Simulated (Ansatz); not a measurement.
We consider rock-salt LaTe, described by LDA (Ansatz, a first-principles code, plane waves, PAW).

Settings: plane-wave cutoff 520 eV, 16×16×16 k mesh, Fermi–Dirac smearing 0.05 eV, scalar-relativistic PAW data made under PBE.

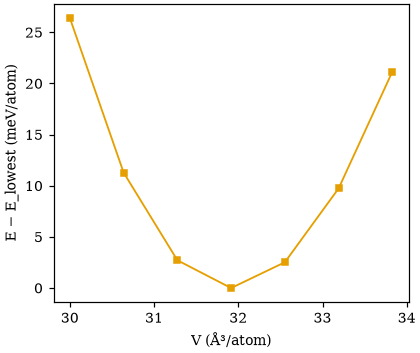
Figure. Total energy against volume

From the curve, estimate the equilibrium volume and the bulk modulus.

V0 ≈ 31.9 Å³/atom and B0 ≈ 66 GPa; the fit gives V0 = 31.915 Å³/atom, B0 = 65.7 GPa, B′ = 4.5.

Spin–orbit coupling is not included; it can open a gap where bands touch, and shift volumes and moduli.

Static lattice: no zero-point or thermal effects.

The result took around 2.4 core-minutes (rough).
